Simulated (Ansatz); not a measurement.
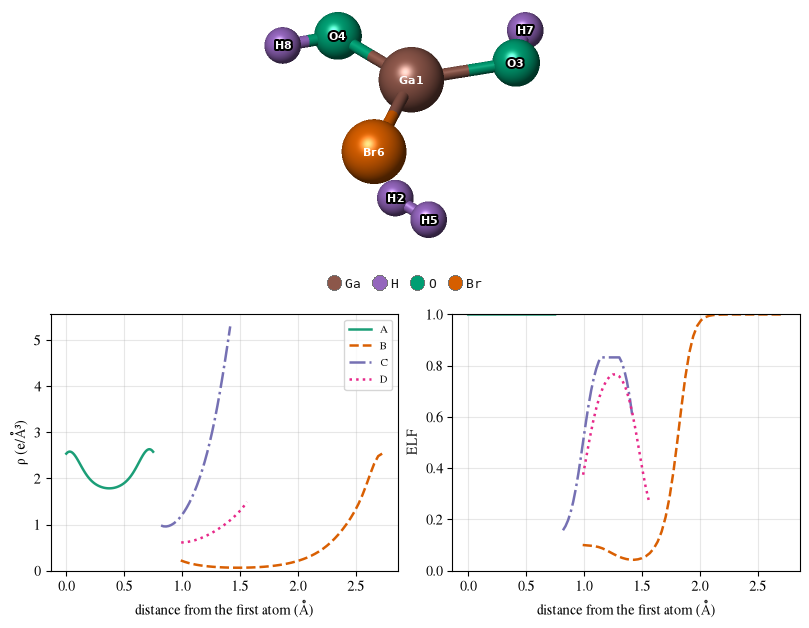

Figure. BrGaH2O2···H2. Electron density and ELF along straight lines between neighbouring atoms. The curves leave out the atomic cores. The structure is drawn too.

The product side of a reaction path; geometry: PBE0-D4/def2-TZVP; a saddle point, not a minimum.

Theory: Ansatz 0.2.0, RKS PBE0-D4/def2-TZVPP.

Input file:

```
crystal:
  periodic: [false, false, false]
  atoms:
    - {symbol: Ga, position_ang: [0.334660, 0.636651, -0.047547]}
    - {symbol: H, position_ang: [-0.338331, -1.977094, 0.335640]}
    - {symbol: O, position_ang: [0.144093, 0.586270, -1.805001]}
    - {symbol: O, position_ang: [-1.106135, 0.783360, 0.980004]}
    - {symbol: H, position_ang: [0.223211, -2.131519, -0.135961]}
    - {symbol: Br, position_ang: [2.424481, 0.619980, 0.831130]}
    - {symbol: H, position_ang: [-0.777713, 0.624229, -2.073835]}
    - {symbol: H, position_ang: [-0.904267, 0.858223, 1.915571]}
basis:
  gaussian: {orbitals: def2-TZVPP}
hamiltonian: {xc: pbe0, dispersion: d4}
output: {orbitals: {seedname: orbitals}}
```

Run with:

```sh
ansatz run in.yaml --threads 8 --pin off --events-out ev --progress --plain --max-ram 19148MiB
```

**Which curve belongs to which contact (Ga–Br, Ga–H, Ga–O and H–H)? The first atom named is at distance zero.**

Curve A: H–H (0.75 Å): ρ is about 1.8 e/Å³ halfway; the ELF is about 1 at the midpoint. Curve B: Ga1···H2 (2.73 Å): the density falls to about 0.06 e/Å³ on the way; the ELF dips to about 0.05 between them. Curve C: Ga–O (1.77 Å): ρ is about 0.97 e/Å³ halfway; the ELF peaks at about 0.85 in the valence shell of O, 0.6 Å from its nucleus, and is about 0.25 at the midpoint. Curve D: Ga–Br (2.27 Å): ρ at the midpoint is about 0.68 e/Å³; the ELF peaks at about 0.75 in the valence shell of Br, 1.0 Å from its nucleus, and is about 0.70 at the midpoint.
